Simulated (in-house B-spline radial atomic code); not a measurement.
# RPA and GW calculation for Ga⁺

Ga⁺, configuration [Ar] 3d10 4s2, inside a hard wall of radius 12 bohr. Computed at this level: RPA, second-order and SOSEX correlation energies and G0W0 (contour deformation) on a non-relativistic mean field, all electrons, B-spline basis (in-house B-spline radial atomic code).

## The input
```
Z = 31
electrons = 30.0
configuration = [Ar] 3d10 4s2
hamiltonian = nr
method = hf
lmax = 9
wall_radius = 12
spin_polarised = False
box_radius = 12
intervals = 50
```

Hardware: 1 CPU thread, shared host.

The run was one of a batch that the task file lists, launched with:
```bash
python <driver script> task.json out
```

The program writes its results to a structured record and prints no log; tables and figures of this report are taken from that record.

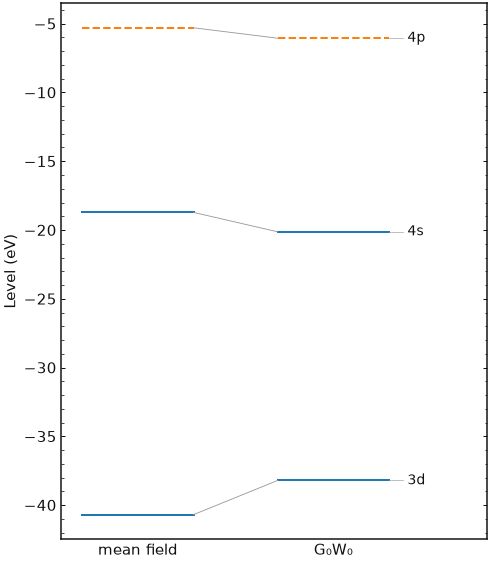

Mean-field and G₀W₀ levels (solid occupied, dashed empty) for Ga⁺ ([Ar] 3d¹⁰ 4s²). All-electron spherical atom, non-relativistic, Hartree-Fock start, no spin-orbit coupling, Breit or QED terms; computed with a B-spline radial code, inside a hard wall of radius 12 bohr. The quasi-particle equation is solved at full frequency; levels of low quasi-particle weight Z are left out. Σ columns are in eV, and Σc holds an estimate for the angular momenta beyond the basis. G₀W₀ moves the highest occupied level, 4s, from −18.72 to −20.13 eV (renormalisation factor Z = 0.96). The empty level 4p goes from −5.30 to −6.06 eV.

```tsv
Level	Mean field (eV)	Σc (eV)	Z	G₀W₀ (eV)
4p	−5.30	−0.75	0.97	−6.06
4s	−18.72	−1.40	0.96	−20.13
3d	−40.68	2.48	0.92	−38.21
```

## Key numbers

- outcome: converged
- mean-field total energy: −1923.05972 hartree
- total energy with exact exchange alone: −1923.05972 hartree
- exact exchange energy: −73.34400 hartree
- RPA correlation, extrapolated in the angular momentum of the empty orbitals: −2.04232 hartree
- RPA correlation, as summed: −2.01757 hartree
- direct second-order term: −2.36754 hartree
- second-order exchange term: 0.68771 hartree
- SOSEX term: 0.63037 hartree
- wall time: 0.8 s

## Notes

Caveats: relativity is absent.
